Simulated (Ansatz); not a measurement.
Consider AlH$_{5}$OSi···HF.

```xyz
10

Si   -0.1277   -0.2269   -0.4554
F    -0.7900    0.9560    2.3038
H     0.9186   -0.8427    0.3993
H     0.1439    1.2184   -0.6589
H    -0.1580   -0.9177   -1.7777
O    -1.6268   -0.4128    0.2761
Al   -3.1810   -1.1285    0.0839
H    -3.4532   -1.9527   -1.2334
H    -4.1935   -0.8869    1.2647
H    -1.2887    0.4557    1.6856
```

These are results of RKS r2SCANh/def2-SVP (Ansatz 0.2.0), not measurements.

Question: What can the converged electron density and electron localisation function tell about the bonding?

Answer: O6···H10 (1.69 Å): the density falls to about 0.3 e/Å³ on the way; the ELF dips to about 0.15 between them; a closed-shell contact with the geometry of a hydrogen bond.
Si–O (1.68 Å): ρ is about 1 e/Å³ halfway; the ELF peaks at about 0.85 between the atoms, as expected for a shared but strongly polarised pair.
Al–O (1.72 Å): the density is about 0.76 e/Å³ at the midpoint; the ELF peaks at about 0.90 in the valence shell of O, 0.6 Å from its nucleus, and is about 0.30 at the midpoint.
F–H (0.94 Å): ρ at the midpoint is about 4.5 e/Å³; the ELF climbs to about 1 towards the hydrogen, as it does in any bond to H: a covalent bond by its length.

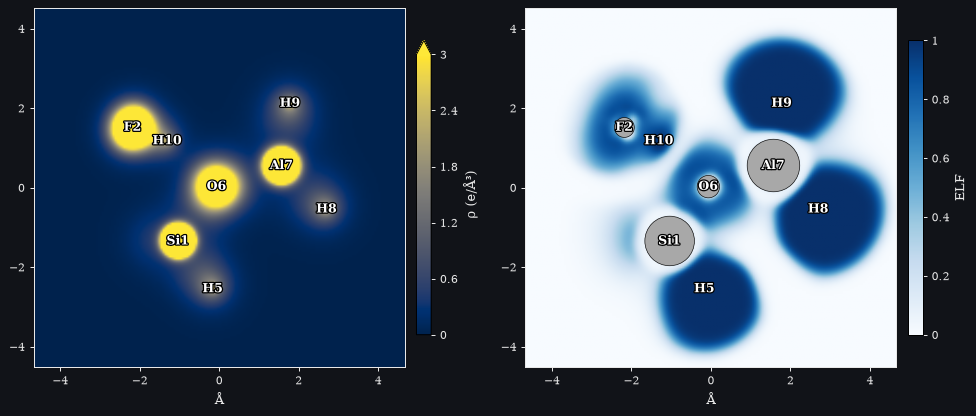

Computed electron density and electron localisation function on the plane of atoms H8, Al7 and H9, in this order. Grey discs cover the atomic cores in the ELF map. 
